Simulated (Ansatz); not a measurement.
# AlRh2: from a guess to a relaxed structure, part 1 of 2

The task: take a trial cell of AlRh2 to zero force and stress.

Program: Ansatz 0.2.0. Level of theory: DFT PBE, scalar-relativistic, plane waves, PAW. These are calculated values, not measurements.

### 1 Starting point

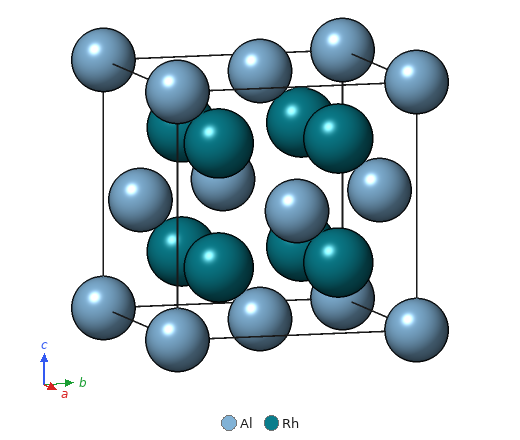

The starting structure, seen slightly off an axis (aluminium light blue, rhodium blue). Atoms on the faces are drawn again on the opposite ones. The cell drawn here is the conventional one.

Structure file:

```cif
data_structure
_symmetry_space_group_name_H-M 'P 1'
_symmetry_Int_Tables_number 1
_cell_length_a 3.8932
_cell_length_b 3.8932
_cell_length_c 3.8932
_cell_angle_alpha 60.000
_cell_angle_beta 60.000
_cell_angle_gamma 60.000
_cell_volume 41.73
loop_
_atom_site_label
_atom_site_type_symbol
_atom_site_fract_x
_atom_site_fract_y
_atom_site_fract_z
_atom_site_occupancy
Al1 Al 0.00000 0.00000 0.00000 1
Rh1 Rh 0.75000 0.75000 0.75000 1
Rh2 Rh 0.25000 0.25000 0.25000 1
```

Recipe of the guess: species swapped into a database cell of SrCl2 (Fm-3m, No. 225), with Al on the Sr sites and Rh on the Cl sites. Its size is a rough estimate.

### 2 A first look at the guess

File input.yaml:

```yaml
crystal:
  lattice:
    - [0.0, 2.7529311, 2.7529311]
    - [2.7529311, 0.0, 2.7529311]
    - [2.7529311, 2.7529311, 0.0]
  atoms:
    - { symbol: Al, position: [0.0, 0.0, 0.0] }
    - { symbol: Rh, position: [0.75, 0.75, 0.75] }
    - { symbol: Rh, position: [0.25, 0.25, 0.25] }
basis:
  ecutwfc: 420
kpoints:
  mp_grid: { grid: [6, 6, 6] }
hamiltonian:
  xc: pbe
scf:
  occupations: { method: gaussian, width: 0.1 }
  lower_state_search: "off"
output:
  forces: true
  stress: true
  eigenvalues: true
```

On the command line:

```sh
$ ansatz run input.yaml --threads 1 --pin off --max-ram 2560MiB --backend cpu --events-out ev --progress --plain --runs-dir out
```

Output (excerpt; [...] marks lines left out):

```text
Warning: RAYON_NUM_THREADS=1 ignored (pool sized by the plan → 1); use --threads N
[...]
Pseudopotentials: kind: paw
Pseudopotential: Al, paw, valence charge 3, recommended cutoff 420 eV (normal), Al.paw.azcp
Pseudopotential: Rh, paw, valence charge 17, recommended cutoff 420 eV (normal), Rh.paw.azcp
Functional definition: PBE
[...]
Crystal: 3 atoms, lattice volume = 41.727 Å³
Basis set: ecut = 420 eV, 869 PW (Γ), exchange–correlation on 54×54×54 points (8 copies of the dense FFT grid, shifted against one another)
Bands: 23, of which v1, the nominal top of the filled ones, is band 19 counted from 1 (18 counted from 0)
Symmetry: 48 space group operations
Space group: Fm-3m (ITA 225), of the structure as read, at distance tolerance 3.5e-5 Å
k-points: 16 of 216
[...]
SCF iter   1: F=—  HF=-13343.812214 eV  |F-HF|=—  |Δ(HF+E_count)|=         —  Δρ=6.66e-3  dr2=6.90e-3  ethr=1.77e-3  ⟨swp⟩=5.3  Hψ=1554  notcnv=0
[...]
SCF iter   6: F=-13343.811962 eV  HF=-13343.811962 eV  |F-HF|=6.82e-9  |Δ(HF+E_count)|=   3.81e-8  Δρ=8.48e-6  dr2=2.82e-8  ethr=2.70e-10  ⟨swp⟩=6.1  Hψ=1480  notcnv=0
[...]
SCF converged after 6 iterations
Free energy (F): -13343.811962 eV
[...]
E sigma→0 (E₀):  -13343.805854 eV
Entropy (-TS):   -0.012215 eV (-4.072 meV/atom)
Fermi energy:    16.882146 eV
[...]
--- Forces (eV/Å), atoms counted from 1 ---
  atom   1  Al    -0.00000000     0.00000000     0.00000000
  atom   2  Rh     0.00000000    -0.00000000    -0.00000000
  atom   3  Rh     0.00000000     0.00000000    -0.00000000
[...]
--- Stress (GPa, compression-positive) ---
       26.033742       0.000000       0.000000
       -0.000000      26.033742      -0.000000
        0.000000      -0.000000      26.033742
  P = ⅓ Tr σ = 26.0337 GPa (260.337 kbar)
--- Band table (eV; the first three rows and the last of 16) ---
  k-point 0: bands = ["-60.9529", "-60.8662", "-28.9926", "-28.9926", "-28.9926", "-28.7361", "-28.7361", "-28.7361", "8.3379", "12.2879", "12.2879", "12.2879", "12.5486", "12.5486", "16.8577", "16.8577", "16.8577", "18.3603", "18.3603", "23.9600", "23.9600", "23.9600", "24.7661"]
[...]
```

Run time: 1 s. Hardware: 1 thread of Arm Neoverse V1, shared host; peak memory 0.28 GiB.

From the probe: pressure 26.0 GPa, largest force 0.00 eV/Å, gap on this mesh none (metal). A cheap, loose relaxation comes first.

### 3 Coarse relaxation

input.yaml, as its differences from that of step 2:

```diff
@@ -22 +22,6 @@
   eigenvalues: true
+relax:
+  adjacent_minimum: "off"
+  f_tol: 0.04
+  max_steps: 70
+  cell: { stress_tol: 0.4 }
```

On the command line:

```sh
$ ansatz run input.yaml --threads 1 --pin off --max-ram 2560MiB --backend cpu --events-out ev --progress --plain --runs-dir out
```

Output:

```text
Warning: RAYON_NUM_THREADS=1 ignored (pool sized by the plan → 1); use --threads N
Engine: ansatz 0.2.0, aarch64-unknown-linux-gnu
Pseudopotentials: kind: paw
Pseudopotential: Al, paw, valence charge 3, recommended cutoff 420 eV (normal), Al.paw.azcp
Pseudopotential: Rh, paw, valence charge 17, recommended cutoff 420 eV (normal), Rh.paw.azcp
Functional definition: PBE
  parameter kappa = 0.804
  parameter beta = 0.06672455060314922
  exchange = pbe_x(kappa = kappa, mu = beta*pi^2/3)
  correlation = pbe_c(beta = beta)
Crystal: 3 atoms, lattice volume = 41.727 Å³
Basis set: ecut = 420 eV, 869 PW (Γ), exchange–correlation on 54×54×54 points (8 copies of the dense FFT grid, shifted against one another)
Bands: 23, of which v1, the nominal top of the filled ones, is band 19 counted from 1 (18 counted from 0)
Symmetry: 48 space group operations
Space group: Fm-3m (ITA 225), of the structure as read, at distance tolerance 3.5e-5 Å
k-points: 16 of 216
Non-local potential: Al, projectors of the file, l = 0: 2, l = 1: 2, l = 2: 1
Non-local potential: Rh, projectors of the file, l = 0: 3, l = 1: 2, l = 2: 2, l = 3: 1
PAW form: soft (Blöchl's): semilocal exchange-correlation on the pseudo side does not see the compensation charge
PAW one-centre angular grid: Al, 110 points (default); XC on 64 Gauss nodes
PAW one-centre angular grid: Rh, 590 points (default); XC on 64 Gauss nodes
Initial density: superposition of atomic densities (neutral atoms: chi_scale 0, normalization atom), corrected by the library's trained network
Initial wavefunctions: pseudopotential atomic-orbital guess
Functional: x = pbe(κ = 0.804, μ = 0.2195149727645171), c = pbe(β = 0.06672455060314922)
SCF iter   1: F=—  HF=-13343.812214 eV  |F-HF|=—  |Δ(HF+E_count)|=         —  Δρ=6.66e-3  dr2=6.90e-3  ethr=1.77e-3  ⟨swp⟩=5.3  Hψ=1554  notcnv=0
preconditioner: auto → Kerker (q_TF=auto, 2.674 Å⁻¹)  [metal: Δε(μ)=0.078 eV  Ē_g=7.489 eV  σ=0.100 eV  W_gap=0.41  n_scr=14 (ndim 8)  ℏωp=26.3 eV  f_vac=0.001  D(μ)=2.53/eV (n_scr^D=26)]
SCF iter   2: F=—  HF=-13343.812239 eV  |F-HF|=—  |Δ(HF+E_count)|=   2.46e-5  Δρ=3.72e-3  dr2=2.72e-3  ethr=1.86e-5  ⟨swp⟩=1.9  Hψ=564  notcnv=0  defer=1
SCF iter   3: F=—  HF=-13343.811958 eV  |F-HF|=—  |Δ(HF+E_count)|=   2.80e-4  Δρ=4.56e-4  dr2=7.66e-5  ethr=7.36e-6  ⟨swp⟩=2.1  Hψ=481  notcnv=0  defer=1
SCF iter   4: F=—  HF=-13343.811964 eV  |F-HF|=—  |Δ(HF+E_count)|=   5.40e-6  Δρ=1.31e-4  dr2=9.75e-6  ethr=2.07e-7  ⟨swp⟩=2.2  Hψ=543  notcnv=0  defer=1
SCF iter   5: F=—  HF=-13343.811962 eV  |F-HF|=—  |Δ(HF+E_count)|=   1.69e-6  Δρ=3.57e-5  dr2=3.47e-7  ethr=2.64e-8  ⟨swp⟩=2.0  Hψ=503  notcnv=0  defer=1
SCF iter   6: F=-13343.811962 eV  HF=-13343.811962 eV  |F-HF|=6.84e-9  |Δ(HF+E_count)|=   3.80e-8  Δρ=8.48e-6  dr2=2.82e-8  ethr=2.70e-10  ⟨swp⟩=6.1  Hψ=1468  notcnv=0
SCF 1 converged in 6 iterations: F = -13343.811962 eV  dr2 = 2.82e-8
relax step   1: F+E_penalty+E_count = -13343.81196186 eV  Δ(F+E_penalty+E_count) = +0.000e0 eV  max|allowed force component| = 1.118e-17 eV/Å  Δτ_max = 0.0000 Å  P = +26.034 GPa  Ω = 41.727 Å³  (6 SCF iters, dr2 threshold 1.00e-7 eV, accepted)
Crystal: 3 atoms, lattice volume = 46.511 Å³
Basis set: ecut = 420 eV, 941 PW (Γ), exchange–correlation on 54×54×54 points (8 copies of the dense FFT grid, shifted against one another)
Initial density: handed on by an earlier stage of this run
Initial wavefunctions: those handed on with the density
iter 1 solved again at ethr=2.49e-4 eV; its pass at ethr=3.10e-3 eV (dr2=9.22e-2 eV) is discarded
SCF iter   1: F=—  HF=-13344.223767 eV  |F-HF|=—  |Δ(HF+E_count)|=         —  Δρ=1.26e-2  dr2=9.11e-2  ethr=2.49e-4  ⟨swp⟩=1.1  Hψ=1871  notcnv=0
preconditioner: auto → none  [insulator: Δε(μ)=0.133 eV  Ē_g=6.721 eV  σ=0.100 eV  W_gap=0.62  n_scr=14 (ndim 8)  ℏωp=25.0 eV  f_vac=0.001  D(μ)=2.23/eV (n_scr^D=14)  ε∞_Penn≈14.8]
SCF iter   2: F=—  HF=-13344.202924 eV  |F-HF|=—  |Δ(HF+E_count)|=   2.08e-2  Δρ=4.27e-3  dr2=7.40e-3  ethr=2.46e-4  ⟨swp⟩=2.4  Hψ=578  notcnv=0
SCF iter   3: F=—  HF=-13344.200810 eV  |F-HF|=—  |Δ(HF+E_count)|=   2.11e-3  Δρ=9.38e-4  dr2=2.87e-4  ethr=2.00e-5  ⟨swp⟩=2.0  Hψ=480  notcnv=0
SCF iter   4: F=—  HF=-13344.200712 eV  |F-HF|=—  |Δ(HF+E_count)|=   9.80e-5  Δρ=1.79e-4  dr2=4.61e-6  ethr=7.77e-7  ⟨swp⟩=2.1  Hψ=496  notcnv=0
iter 5 did not close the SCF: its close was put off for the readings that it lacked (scf_convergence_deferred on its scf_iter line)
SCF iter   5: F=-13344.200714 eV  HF=-13344.200714 eV  |F-HF|=2.45e-8  |Δ(HF+E_count)|=   1.58e-6  Δρ=2.05e-5  dr2=9.00e-8  ethr=1.25e-8  ⟨swp⟩=2.3  Hψ=583  notcnv=0
SCF iter   6: F=-13344.200714 eV  HF=-13344.200714 eV  |F-HF|=2.91e-9  |Δ(HF+E_count)|=   2.38e-8  Δρ=2.92e-6  dr2=3.44e-9  ethr=2.43e-10  ⟨swp⟩=2.0  Hψ=1256  notcnv=0
SCF 2 converged in 6 iterations: F = -13344.200714 eV  dr2 = 3.44e-9
relax step   2: F+E_penalty+E_count = -13344.20071387 eV  Δ(F+E_penalty+E_count) = -3.888e-1 eV  max|allowed force component| = 3.392e-17 eV/Å  Δτ_max = 0.0000 Å  P = +2.424 GPa  Ω = 46.511 Å³  energy of the carried Pulay correction = -2.961e-3 eV  (6 SCF iters, dr2 threshold 3.00e-7 eV, accepted)
Crystal: 3 atoms, lattice volume = 47.065 Å³
iter 1 solved again at ethr=3.16e-6 eV; its pass at ethr=3.10e-3 eV (dr2=1.17e-3 eV) is discarded
SCF iter   1: F=—  HF=-13344.205681 eV  |F-HF|=—  |Δ(HF+E_count)|=         —  Δρ=1.42e-3  dr2=1.20e-3  ethr=3.16e-6  ⟨swp⟩=1.2  Hψ=1828  notcnv=0
preconditioner: auto → none  [insulator: Δε(μ)=0.100 eV  Ē_g=6.609 eV  σ=0.100 eV  W_gap=0.51  n_scr=14 (ndim 8)  ℏωp=24.8 eV  f_vac=0.000  D(μ)=2.63/eV (n_scr^D=26)  ε∞_Penn≈15.1]
SCF iter   2: F=—  HF=-13344.205415 eV  |F-HF|=—  |Δ(HF+E_count)|=   2.66e-4  Δρ=4.64e-4  dr2=9.24e-5  ethr=3.16e-6  ⟨swp⟩=2.3  Hψ=508  notcnv=0
SCF iter   3: F=—  HF=-13344.205329 eV  |F-HF|=—  |Δ(HF+E_count)|=   8.60e-5  Δρ=1.05e-4  dr2=3.83e-6  ethr=2.50e-7  ⟨swp⟩=2.0  Hψ=481  notcnv=0
iter 4 did not close the SCF: its close was put off for the readings that it lacked (scf_convergence_deferred on its scf_iter line)
SCF iter   4: F=-13344.205328 eV  HF=-13344.205328 eV  |F-HF|=1.66e-8  |Δ(HF+E_count)|=   6.02e-7  Δρ=1.77e-5  dr2=4.77e-8  ethr=1.03e-8  ⟨swp⟩=2.0  Hψ=489  notcnv=0
iter 5 did not close the SCF: its close was put off for the readings that it lacked (scf_convergence_deferred on its scf_iter line)
SCF iter   5: F=-13344.205328 eV  HF=-13344.205328 eV  |F-HF|=2.11e-10  |Δ(HF+E_count)|=   1.89e-8  Δρ=2.22e-6  dr2=1.08e-9  ethr=1.29e-10  ⟨swp⟩=2.1  Hψ=547  notcnv=0
SCF iter   6: F=-13344.205328 eV  HF=-13344.205328 eV  |F-HF|=3.27e-11  |Δ(HF+E_count)|=  3.53e-10  Δρ=2.75e-7  dr2=3.20e-11  ethr=2.93e-12  ⟨swp⟩=1.1  Hψ=1029  notcnv=0
SCF 3 converged in 6 iterations: F = -13344.205328 eV  dr2 = 3.20e-11
relax step   3: F+E_penalty+E_count = -13344.20532809 eV  Δ(F+E_penalty+E_count) = -4.614e-3 eV  max|allowed force component| = 6.168e-17 eV/Å  Δτ_max = 0.0000 Å  P = +0.454 GPa  Ω = 47.065 Å³  energy of the carried Pulay correction = -3.283e-3 eV  (6 SCF iters, dr2 threshold 3.00e-7 eV, accepted)
Crystal: 3 atoms, lattice volume = 47.197 Å³
iter 1 solved again at ethr=1.58e-7 eV; its pass at ethr=3.10e-3 eV (dr2=5.83e-5 eV) is discarded
SCF iter   1: F=—  HF=-13344.205516 eV  |F-HF|=—  |Δ(HF+E_count)|=         —  Δρ=3.39e-4  dr2=6.87e-5  ethr=1.58e-7  ⟨swp⟩=2.0  Hψ=1782  notcnv=0
preconditioner: auto → Kerker (q_TF=auto, 2.620 Å⁻¹)  [metal: Δε(μ)=0.096 eV  Ē_g=6.587 eV  σ=0.100 eV  W_gap=0.49  n_scr=14 (ndim 8)  ℏωp=24.8 eV  f_vac=0.000  D(μ)=2.68/eV (n_scr^D=26)]
SCF iter   2: F=—  HF=-13344.205443 eV  |F-HF|=—  |Δ(HF+E_count)|=   7.34e-5  Δρ=1.74e-4  dr2=1.88e-5  ethr=1.58e-7  ⟨swp⟩=1.1  Hψ=373  notcnv=0
SCF iter   3: F=—  HF=-13344.205439 eV  |F-HF|=—  |Δ(HF+E_count)|=   3.92e-6  Δρ=3.36e-5  dr2=6.82e-7  ethr=5.09e-8  ⟨swp⟩=2.0  Hψ=481  notcnv=0
iter 4 did not close the SCF: its close was put off for the readings that it lacked (scf_convergence_deferred on its scf_iter line)
SCF iter   4: F=-13344.205439 eV  HF=-13344.205439 eV  |F-HF|=5.34e-8  |Δ(HF+E_count)|=   1.65e-7  Δρ=1.07e-5  dr2=9.22e-8  ethr=1.84e-9  ⟨swp⟩=2.1  Hψ=542  notcnv=0
iter 5 did not close the SCF: its close was put off for the readings that it lacked (scf_convergence_deferred on its scf_iter line)
SCF iter   5: F=-13344.205439 eV  HF=-13344.205439 eV  |F-HF|=1.01e-8  |Δ(HF+E_count)|=   1.87e-8  Δρ=5.12e-6  dr2=1.54e-8  ethr=2.49e-10  ⟨swp⟩=2.0  Hψ=524  notcnv=0
SCF iter   6: F=-13344.205439 eV  HF=-13344.205439 eV  |F-HF|=3.31e-10  |Δ(HF+E_count)|=   2.15e-9  Δρ=1.17e-6  dr2=9.95e-10  ethr=4.16e-11  ⟨swp⟩=1.5  Hψ=1015  notcnv=0
SCF 4 converged in 6 iterations: F = -13344.205439 eV  dr2 = 9.95e-10
relax step   4: F+E_penalty+E_count = -13344.20543876 eV  Δ(F+E_penalty+E_count) = -1.107e-4 eV  max|allowed force component| = 6.361e-17 eV/Å  Δτ_max = 0.0000 Å  P = +0.000 GPa  Ω = 47.197 Å³  energy of the carried Pulay correction = -3.360e-3 eV  (6 SCF iters, dr2 threshold 3.00e-7 eV, accepted)
Basis set: ecut = 420 eV, 941 PW (Γ), exchange–correlation on 60×60×60 points (8 copies of the dense FFT grid, shifted against one another)
Initial wavefunctions: pseudopotential atomic-orbital guess (no wavefunctions were taken with the density)
iter 1 solved again at ethr=1.79e-7 eV; its pass at ethr=3.10e-3 eV (dr2=6.61e-5 eV) is discarded
SCF iter   1: F=—  HF=-13344.205301 eV  |F-HF|=—  |Δ(HF+E_count)|=         —  Δρ=1.44e-3  dr2=2.48e-5  ethr=1.79e-7  ⟨swp⟩=3.1  Hψ=2432  notcnv=0
preconditioner: auto → Kerker (q_TF=auto, 2.620 Å⁻¹)  [metal: Δε(μ)=0.095 eV  Ē_g=6.586 eV  σ=0.100 eV  W_gap=0.49  n_scr=14 (ndim 8)  ℏωp=24.8 eV  f_vac=0.000  D(μ)=2.70/eV (n_scr^D=26)]
SCF iter   2: F=—  HF=-13344.208604 eV  |F-HF|=—  |Δ(HF+E_count)|=   3.30e-3  Δρ=7.33e-4  dr2=6.19e-6  ethr=6.69e-8  ⟨swp⟩=2.0  Hψ=468  notcnv=0
SCF iter   3: F=—  HF=-13344.209723 eV  |F-HF|=—  |Δ(HF+E_count)|=   1.12e-3  Δρ=2.73e-5  dr2=6.97e-8  ethr=1.67e-8  ⟨swp⟩=2.1  Hψ=496  notcnv=0
SCF iter   4: F=—  HF=-13344.209722 eV  |F-HF|=—  |Δ(HF+E_count)|=   5.65e-7  Δρ=4.34e-6  dr2=1.13e-8  ethr=1.88e-10  ⟨swp⟩=2.4  Hψ=631  notcnv=0
SCF iter   5: F=—  HF=-13344.209722 eV  |F-HF|=—  |Δ(HF+E_count)|=   9.17e-9  Δρ=2.82e-6  dr2=6.81e-9  ethr=3.04e-11  ⟨swp⟩=1.0  Hψ=368  notcnv=0
SCF iter   6: F=—  HF=-13344.209722 eV  |F-HF|=—  |Δ(HF+E_count)|=   1.39e-9  Δρ=1.70e-6  dr2=2.57e-9  ethr=1.84e-11  ⟨swp⟩=1.0  Hψ=368  notcnv=0
SCF iter   7: F=-13344.209722 eV  HF=-13344.209722 eV  |F-HF|=3.64e-12  |Δ(HF+E_count)|=  2.73e-10  Δρ=3.12e-7  dr2=8.57e-11  ethr=5.19e-12  ⟨swp⟩=4.0  Hψ=1178  notcnv=0
SCF 5 converged in 7 iterations: F = -13344.209722 eV  dr2 = 8.57e-11
relax step   5: F+E_penalty+E_count = -13344.20972200 eV  Δ(F+E_penalty+E_count) = -4.283e-3 eV  max|allowed force component| = 6.669e-17 eV/Å  Δτ_max = 0.0000 Å  P = +0.078 GPa  Ω = 47.197 Å³  stress off target by 7.77e-2 GPa  SCF on the basis re-selected at this cell (its energy is not comparable with the rows above)  (7 SCF iters)
basis re-selected at this cell: Δ(F+E_penalty+E_count) = -4.283e-3 eV, ΔP = +0.078 GPa vs the last step (what re-selecting the basis moved, of the pressure what is left beyond the Pulay correction that the steps carried, after the strain that the cell walked since its last selection, with what the two solves' SCF thresholds leave and, on support functions, any second-order correction that the steps lacked; it is no measure of the basis error at this ecutwfc). The dense FFT grid was sized anew with the basis: this SCF ran on 30×30×30 points, the steps before it on 27×27×27, so part of this shift can come from that change (see relax.cell in the input reference). This SCF's stress stands 7.77e-2 GPa from its target on what of the cell is left free (relax.cell.stress_tol is 4.00e-1 GPa) and its largest allowed force component is 6.67e-17 eV/Å (relax.f_tol is 4.00e-2 eV/Å): within both
SCF converged after 7 iterations
Free energy (F): -13344.209722 eV
Harris-Foulkes:  -13344.209722 eV  (|F-HF|=3.64e-12)
Internal energy: -13344.196221 eV  (E = F + TS)
E sigma→0 (E₀):  -13344.202972 eV
Entropy (-TS):   -0.013501 eV (-4.500 meV/atom)
Fermi energy:    14.337893 eV
--- Per-component energies (eV) ---
  E_band       = -376.244531
  E_kinetic    = 1174.915827
  E_local      = -4344.929771  (includes V_loc(G=0)·N_el)
  E_nonlocal   = 724.221110
  E_hartree    = 1603.061275
  E_xc         = -483.785092
  E_vxc        = -586.209505  (∫ρ·V_xc dr)
  E_paw        = -7644.099963  (= ΣΔE_a)
  E_vpaw       = -550.366847  (= ΣTr[D̂ρ^β])
  E_aug_tail   = 0.001741  (compensation charges beyond the density's cutoff)
  E_ewald      = -4373.581349
  E_smearing   = -0.013501  (= −TS)
  E_closure    = 0.000000  (closes the sum)
  Σ components = -13344.209722   (vs F -13344.209722, Δ=0.00e0)
--- Forces (eV/Å), atoms counted from 1 ---
  atom   1  Al    -0.00000000     0.00000000    -0.00000000
  atom   2  Rh    -0.00000000    -0.00000000    -0.00000000
  atom   3  Rh     0.00000000     0.00000000     0.00000000
  max |Σ_I F_I| component: 2.31e-17 eV/Å
--- Stress (GPa, compression-positive) ---
        0.077723      -0.000000      -0.000000
        0.000000       0.077723      -0.000000
       -0.000000      -0.000000       0.077723
  P = ⅓ Tr σ = 0.0777 GPa (0.777 kbar)
--- Band table (eV; the first three rows and the last of 16) ---
  k-point 0: bands = ["-63.3074", "-63.2578", "-31.2910", "-31.2910", "-31.2910", "-31.1251", "-31.1251", "-31.1251", "6.4994", "10.4658", "10.4658", "10.4658", "10.7495", "10.7495", "14.3071", "14.3071", "14.3071", "15.5371", "15.5371", "20.9097", "20.9097", "20.9097", "21.7721"]
  k-point 1: bands = ["-63.3040", "-63.2611", "-31.2812", "-31.2803", "-31.2803", "-31.1380", "-31.1366", "-31.1366", "6.8905", "10.4674", "10.6480", "10.6480", "10.9840", "10.9840", "14.0615", "14.0930", "14.0930", "14.9644", "14.9644", "18.5891", "21.1624", "21.1624", "22.2043"]
  k-point 2: bands = ["-63.2948", "-63.2701", "-31.2538", "-31.2507", "-31.2507", "-31.1717", "-31.1678", "-31.1678", "7.8840", "10.5597", "11.1357", "11.1357", "11.6413", "11.6413", "13.4701", "13.4701", "13.5473", "13.8607", "13.8607", "15.4794", "21.3354", "21.3354", "22.7216"]
  k-point 15: bands = ["-63.2864", "-63.2783", "-31.3310", "-31.3185", "-31.2618", "-31.1594", "-31.1034", "-31.0945", "8.9882", "10.3337", "11.1415", "11.5233", "11.6768", "12.6381", "13.1196", "13.4416", "13.5851", "13.8174", "14.1700", "15.3293", "16.7819", "16.9440", "22.8945"]
--- Relaxed structure (4 steps of the walk, 4 accepted, 1 SCFs on fresh bases) ---
  F+E_penalty+E_count = -13344.20972200 eV   max|allowed force component| = 6.669e-17 eV/Å   (the final SCF, on the basis selected at the relaxed cell)
  cell:  # Å, volume = 47.1974 Å³
    - [4.99983381913328e-34, 2.868331154959151, 2.868331154959151]
    - [2.868331154959151, 3.757836862406015e-34, 2.868331154959151]
    - [2.868331154959151, 2.868331154959151, 2.2292252643918197e-35]
  atoms:
    - { symbol: Al, position: [5.9100991216312445e-34, -8.324664895121362e-34, -2.1182106181925374e-34] }
    - { symbol: Rh, position: [0.75, 0.75, 0.75] }
    - { symbol: Rh, position: [0.25, 0.25, 0.25] }
```

Run time: 5.6 s. Hardware: 1 thread of Arm Neoverse V1, shared host; peak memory 0.3 GiB.

Relaxation path:

| step | energy from step 1 (eV/cell) | largest force component (eV/Å) | pressure (GPa) | volume (Å³) |
| --- | --- | --- | --- | --- |
| 1 | 0.0000 | 0.0000 | 26.03 | 41.73 |
| 2 | -0.3888 | 0.0000 | 2.42 | 46.51 |
| 3 | -0.3934 | 0.0000 | 0.45 | 47.06 |
| 4 | -0.3935 | 0.0000 | 0.00 | 47.20 |
| 5 | -0.3978 | 0.0000 | 0.08 | 47.20 |

Step 1 is the start. Step 5 repeats the geometry before it on a plane-wave basis chosen anew for that cell, so its energy need not be comparable with the rows above.

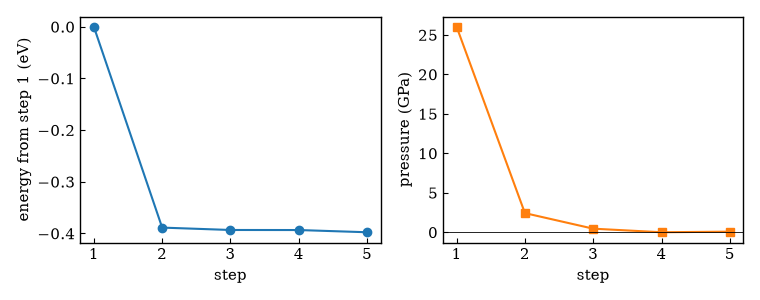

Energy and pressure along the relaxation.

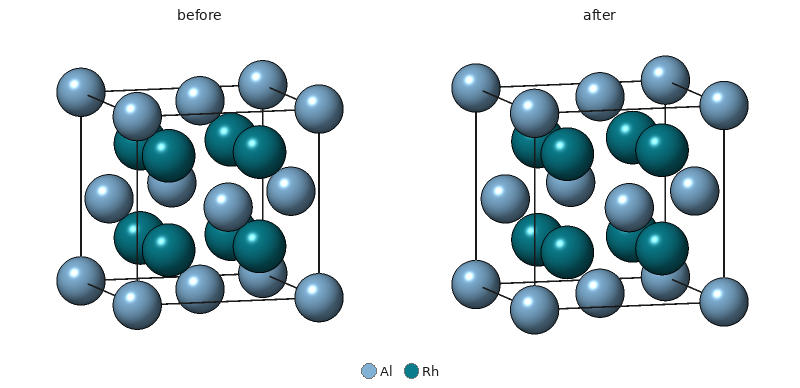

Before and after, at one scale.

Lengths and angles in the start's conventional setting:

|  | before | after | change |
| --- | --- | --- | --- |
| a (Å) | 5.506 | 5.737 | +4.2 % |
| b (Å) | 5.506 | 5.737 | +4.2 % |
| c (Å) | 5.506 | 5.737 | +4.2 % |
| volume (Å³/atom) | 13.91 | 15.73 | +13.1 % |
| shortest distance (Å) | 2.384 | 2.484 | +4.2 % |
| space group (0.01 Å) | Fm-3m | Fm-3m | same |

The run keeps the 48 symmetry operations of the start, so it could not have lowered the symmetry.

(Continued in part 2 of 2.)
